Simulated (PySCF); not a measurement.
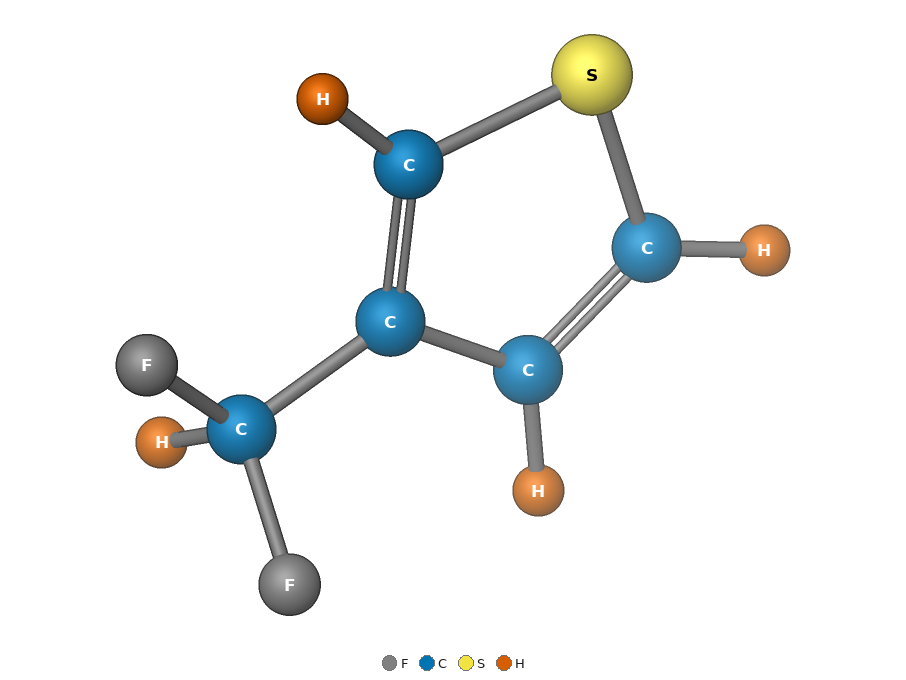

Orthographic view. Distant atoms are faded towards the background colour. Computed geometry: PBE0-D3(BJ)/def2-SVP optimisation. No frequency run is at hand to confirm it as a minimum.

Q: Give the standard InChI.

A: InChI=1S/C5H4F2S/c6-5(7)4-1-2-8-3-4/h1-3,5H
